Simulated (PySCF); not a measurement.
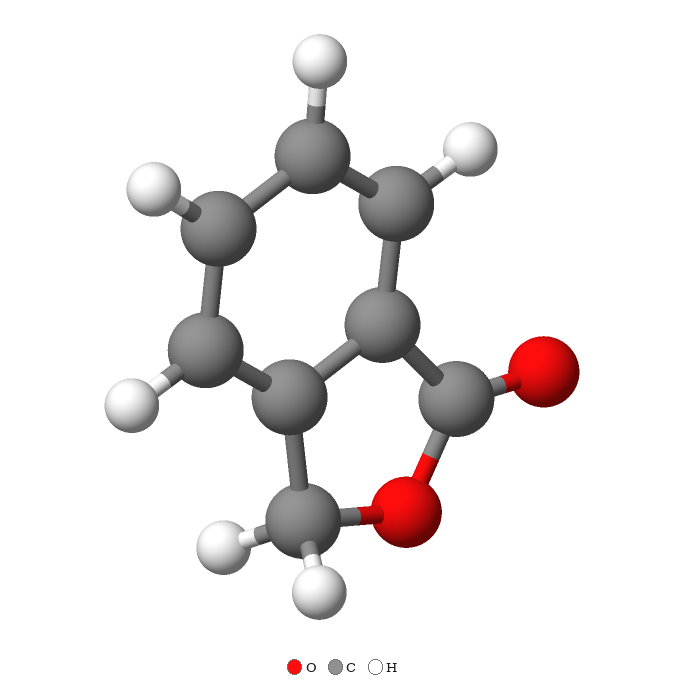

Figure made from data computed with PySCF.

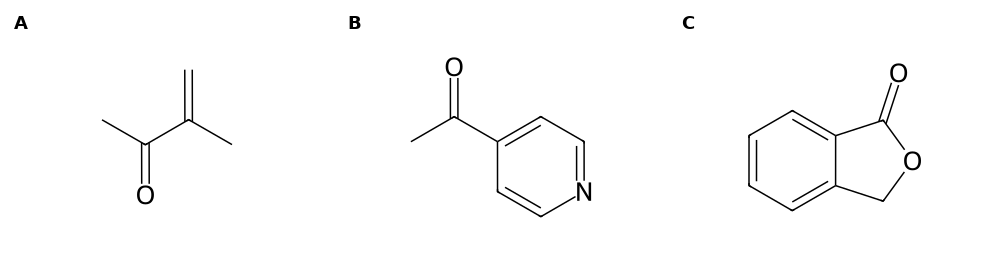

### The first picture shows one of the molecules drawn in the second. Which?

C, `O=C1OCc2ccccc21`.
